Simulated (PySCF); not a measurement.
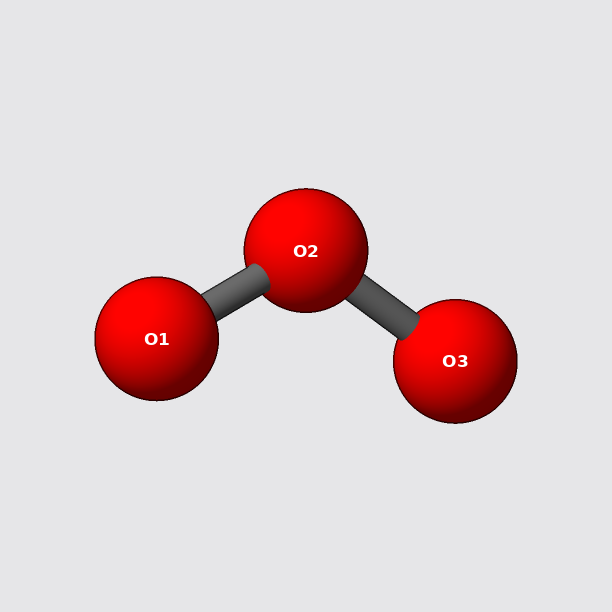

The questions are on isotropic NMR shieldings of the O atoms. The computed structure is the end point of a PBE0-D3(BJ)/def2-SVP optimisation. No frequency run is at hand to confirm it as a minimum. Properties computed with GIAO OPBE/pcSseg-2 NMR shielding, non-relativistic, gas phase (PySCF 2.14.0).

List the isotropic NMR shieldings of the O atoms.

```
atom  σ (ppm)
  O1  −1209.8
  O2   −798.7
  O3  −1210.0
```
